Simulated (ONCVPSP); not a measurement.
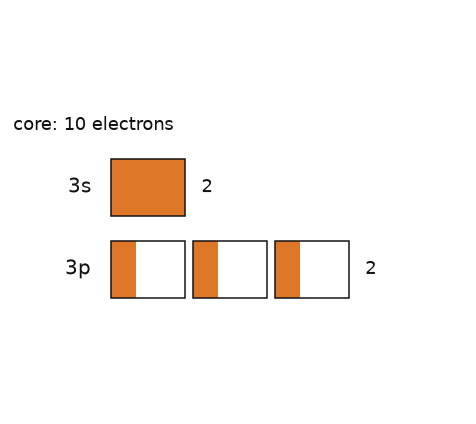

The valence shells of the reference configuration: a box for each of the 2l + 1 orbitals, shaded by the share of the shell that is filled, with the electron count at the right. The shells are those of the unaltered input.

## P: pseudopotential generation

- system: phosphorus (P, Z = 15), core [Ne], reference valence 3s2 3p2 (an ion of charge +1), valence charge 5. (This line and the method describe the unaltered input from which the odd one was made.)
- method: ONCV potential, PBEsol, scalar-relativistic, made with ONCVPSP 4.0.1

### Input
```
# ATOM AND REFERENCE CONFIGURATION
# atsym  z   nc   nv     iexc    psfile
  P 15.00    3    2  -116133      upf
#
#   n    l    f
    1    0    2.00
    2    0    2.00
    2    1    6.00
    3    0    2.00
    3    1    2.00
#
# PSEUDOPOTENTIAL AND OPTIMIZATION
# lmax
    2
#
#   l,   rc,      ep,       ncon, nbas, qcut
    0    1.45    0.00    4    9    4.40
    1    1.65    0.00    5   10    4.40
    2    1.70    0.15    4    8    5.70
#
# LOCAL POTENTIAL
# lloc, lpopt,  rc(5),   dvloc0
    4    3    1.35    6.00
#
# VANDERBILT-KLEINMAN-BYLANDER PROJECTORs
# l, nproj, debl
    0    3    2.50
    1    2    3.20
    2    2    3.00
#
# MODEL CORE CHARGE
# icmod, fcfact, rcfact
    1   20.00    0.00
#
# LOG DERIVATIVE ANALYSIS
# epsh1, epsh2, depsh
   -2.00    5.00    0.02
#
# OUTPUT GRID
# rlmax, drl
    6.00    0.01
#
# TEST CONFIGURATIONS
# ncnf
    4
# nvcnf
#   n    l    f
    2
    3    0    2.00
    3    1    3.00
#
    2
    3    0    2.00
    3    1    1.00
#
    2
    3    0    2.00
    3    1    0.00
#
    2
    3    0    1.00
    3    1    4.00
#
```

Hardware: 1 CPU thread, shared host.

Launched with:
```bash
oncvpsp.x < P.dat > P.out
```

### Log (extracts)
```
ONCVPSP  (Optimized Norm-Conservinng Vanderbilt PSeudopotential)
scalar-relativistic version 4.0.1

#   n    l    f        energy (Ha)
    1    0    2.00    -7.6846850E+01
    2    0    2.00    -6.7688626E+00
    2    1    6.00    -4.9601439E+00
    3    0    2.00    -8.5361955E-01
    3    1    2.00    -5.2112793E-01

Reference configufation results
  iterations    25
  all-electron total energy (Ha)   -3.40957002D+02

Begin loop to  construct optimized pseudo wave functions
and semi-local pseudopoentials for all angular momenta

   Wellstate for l =  0  n =  5
     eigenvalue =   1.6464
     asymptotic potential =   2.1464
     half-point radius =  3.5629

   Wellstate for l =  0  n =  6
     eigenvalue =   4.1464
     asymptotic potential =   4.6464
     half-point radius =  3.2653

Calculating optimized projector #   1

 for l=   0

    Fraction of norm inside rc  0.313312
    Optimizing pswf for qcut=   4.40 a_B^-1,  ecut=   9.70 Ha
    Residual kinetic energy error=  1.37D-03 Ha

    Energy error per electron        Cutoff
         Ha          eV             Ha
         0.01000     0.27211        6.88
         0.00100     0.02721       10.41
         0.00010     0.00272       39.90
         0.00001     0.00027      102.81

Calculating optimized projector #   2

 for l=   0

    Fraction of norm inside rc  0.082043
    Optimizing pswf for qcut=   4.40 a_B^-1,  ecut=   9.70 Ha
    Residual kinetic energy error=  3.42D-03 Ha

    Energy error per electron        Cutoff
         Ha          eV             Ha
         0.01000     0.27211        8.15
         0.00100     0.02721       19.27
         0.00010     0.00272      127.98
         0.00001     0.00027      151.74

Calculating optimized projector #   3

 for l=   0

    Fraction of norm inside rc  0.055354
    Optimizing pswf for qcut=   4.40 a_B^-1,  ecut=   9.70 Ha
    Residual kinetic energy error=  3.60D-02 Ha

    Energy error per electron        Cutoff
         Ha          eV             Ha
         0.01000     0.27211       17.88
         0.00100     0.02721       48.90
         0.00010     0.00272      162.24
         0.00001     0.00027      186.67

   Wellstate for l =  1  n =  5
     eigenvalue =   2.6789
     asymptotic potential =   3.1789
     half-point radius =  3.1069

Calculating optimized projector #   1

 for l=   1

    Fraction of norm inside rc  0.314157
    Optimizing pswf for qcut=   4.39 a_B^-1,  ecut=   9.64 Ha
    Residual kinetic energy error=  2.69D-04 Ha

    Energy error per electron        Cutoff
         Ha          eV             Ha
         0.01000     0.27211        3.20
         0.00100     0.02721        4.97
         0.00010     0.00272       13.74
         0.00001     0.00027       61.43

Calculating optimized projector #   2

 for l=   1

    Fraction of norm inside rc  0.101773
    Optimizing pswf for qcut=   4.39 a_B^-1,  ecut=   9.64 Ha
    Residual kinetic energy error=  3.45D-03 Ha

    Energy error per electron        Cutoff
         Ha          eV             Ha
         0.01000     0.27211        6.74
         0.00100     0.02721       18.11
         0.00010     0.00272      133.44
         0.00001     0.00027      155.98

   Wellstate for l =  2  n =  4
     eigenvalue =   0.1500
     asymptotic potential =   0.6500
     half-point radius =  8.4728

   Wellstate for l =  2  n =  5
     eigenvalue =   3.1500
     asymptotic potential =   3.6500
     half-point radius =  3.0459

Calculating optimized projector #   1

 for l=   2

    Fraction of norm inside rc  0.109057
    Optimizing pswf for qcut=   5.71 a_B^-1,  ecut=  16.29 Ha
    Residual kinetic energy error=  3.35D-04 Ha

    Energy error per electron        Cutoff
         Ha          eV             Ha
         0.01000     0.27211        8.92
         0.00100     0.02721       13.99
         0.00010     0.00272       30.48
         0.00001     0.00027       77.03

Calculating optimized projector #   2

 for l=   2

    Fraction of norm inside rc  0.140947
    Optimizing pswf for qcut=   5.71 a_B^-1,  ecut=  16.29 Ha
    Residual kinetic energy error=  2.48D-02 Ha

    Energy error per electron        Cutoff
         Ha          eV             Ha
         0.01000     0.27211       18.81
         0.00100     0.02721       56.15
         0.00010     0.00272       98.82
         0.00001     0.00027      110.30

Construct Vanderbilt / Kleinmman-Bylander projectors

B matrix Hermiticity error, ll=   0
   1   2   -1.2091E-04
   1   3    2.3608E-04
   2   3    8.6879E-05

  Orthonormal projector coefficients -1.2117E+02  3.2908E+00  8.0276E-01

B matrix Hermiticity error, ll=   1
   1   2   -1.4278E-04

  Orthonormal projector coefficients -3.0559E+00  1.5012E+00

B matrix Hermiticity error, ll=   2
   1   2    5.1008E-05

  Orthonormal projector coefficients -6.6401E+00 -1.7157E+00

Model core correction analysis
  based on d2Exc/dn_idn_j

d2excae - all-electron derivatives

   -2.316367D-02   -1.552780D-02
   -1.613851D-02   -1.095560D-02

d2excps - pseudofunction derivatives with no core correction

   -2.646222D-02   -1.794073D-02
   -1.850394D-02   -1.256664D-02

rms 2nd derivative error    2.494664E-03

Polynomial model core charge

d2excps - pseudofunction derivatives with core correction

   -2.336838D-02   -1.584236D-02
   -1.645306D-02   -1.119638D-02

rms 2nd derivative error    2.728439E-04

Pseudoatom total energy   -6.071508

Diagnostic tests using Vanderbilt-Kleinman-Bylander pseudopotentials
  1 or more projectors used as specified by nproj input data

   l    rcore       rmatch      e in        delta e   norm test  slope test

   0   1.4550312   1.4992091  -0.8536195  -0.0000031   1.0000358   0.9999673
   0   1.4550312   1.4992091   1.6463804   0.0000058   1.0002130   1.0002130
   0   1.4550312   1.4992091   4.1463804   0.0000333   1.0002858   1.0002858

   1   1.6596935   1.7100854  -0.5211279   0.0000001   1.0000249   0.9999656
   1   1.6596935   1.7100854   2.6788721   0.0000128   1.0001711   1.0001711

   2   1.7100854   1.7620073   0.1500000   0.0000071   1.0000338   1.0000338
   2   1.7100854   1.7620073   3.1500000   0.0000396   1.0001151   1.0001151

 Testing for bound ghosts
   n   l    E NL Schr. Eq   E Basis Diag.   E Cutoff

       0                      -56.853713    210.37  WARNING - GHOST(-)
   1   0       -0.853623       -0.845126    210.37

   2   1       -0.521128       -0.511207    180.85

   3   2       -0.139774       -0.070851    117.32

 Testing for highly-localized positive-energy ghosts
       l    <radius>/rc     E Basis Diag.   E Cutoff

       0        0.558834       41.187435    210.37  WARNING - GHOST(+)

       0        0.865832       70.319096    210.37  WARNING - GHOST(+)

       0        0.880258      103.088700    210.37  WARNING - GHOST(+)

Test configuration 0

   n   l     f        eae           eps        diff
   1   0  2.0000  -76.84685028
   2   0  2.0000   -6.76886262
   2   1  6.0000   -4.96014388
   3   0  2.0000   -0.85361955   -0.85362263   -3.08D-06
   3   1  2.0000   -0.52112793   -0.52112782    1.05D-07

    Total energies and differences
      AE_ref= -3.40957002D+02  AE_tst= -3.40957002D+02  dif=  0.00D+00
      PS_ref= -6.07150806D+00  PS_tst= -6.07150806D+00  dif= -3.55D-15
      PSP excitation error=  3.55D-15

Test configuration 1

   n   l     f        eae           eps        diff
   1   0  2.0000  -76.44862841
   2   0  2.0000   -6.37853986
   2   1  6.0000   -4.56907659
   3   0  2.0000   -0.51144803   -0.51154926   -1.01D-04
   3   1  3.0000   -0.20137692   -0.20144620   -6.93D-05

    Total energies and differences
      AE_ref= -3.40957002D+02  AE_tst= -3.41313405D+02  dif= -3.56D-01
      PS_ref= -6.07150806D+00  PS_tst= -6.42799100D+00  dif= -3.56D-01
      PSP excitation error=  7.96D-05

Test configuration 2

   n   l     f        eae           eps        diff
   1   0  2.0000  -77.33751556
   2   0  2.0000   -7.24264896
   2   1  6.0000   -5.43541786
   3   0  2.0000   -1.24568710   -1.24519499    4.92D-04
   3   1  1.0000   -0.89082118   -0.89031286    5.08D-04

    Total energies and differences
      AE_ref= -3.40957002D+02  AE_tst= -3.40254658D+02  dif=  7.02D-01
      PS_ref= -6.07150806D+00  PS_tst= -5.36933119D+00  dif=  7.02D-01
      PSP excitation error=  1.67D-04

Test configuration 3

   n   l     f        eae           eps        diff
   1   0  2.0000  -77.91121725
   2   0  2.0000   -7.78884826
   2   1  6.0000   -5.98397377
   3   0  2.0000   -1.67407012   -1.67251563    1.55D-03

    Total energies and differences
      AE_ref= -3.40957002D+02  AE_tst= -3.39162989D+02  dif=  1.79D+00
      PS_ref= -6.07150806D+00  PS_tst= -4.27865063D+00  dif=  1.79D+00
      PSP excitation error=  1.16D-03

Test configuration 4

   n   l     f        eae           eps        diff
   1   0  2.0000  -76.50625295
   2   0  2.0000   -6.43484069
   2   1  6.0000   -4.62487762
   3   0  1.0000   -0.53739209   -0.53752955   -1.37D-04
   3   1  4.0000   -0.22212799   -0.22217112   -4.31D-05

    Total energies and differences
      AE_ref= -3.40957002D+02  AE_tst= -3.41000694D+02  dif= -4.37D-02
      PS_ref= -6.07150806D+00  PS_tst= -6.11520989D+00  dif= -4.37D-02
      PSP excitation error=  9.76D-06
```

### What the run reported

```tsv
quantity	value
outcome	generated, with a ghost state
ghost flags of the generator	1 GHOST(-), 3 GHOST(+)
largest excitation error printed	32 meV
wall time	6.7 s
```

### What is odd here

The input is odd on purpose: model core set to icmod 1, fcfact 20.00, rcfact 0.00. The program ran to the end. The all-electron atom is untouched: its total energy equals that from the unaltered input (−340.9570 Ha). The pseudo-atom's total energy moves by −0.036 Ha, so the potential, or the configuration in which it is tested, is another one. The unaltered input has a GHOST(-) flag too. The potential has a bound ghost state, so it can't be used as it stands.
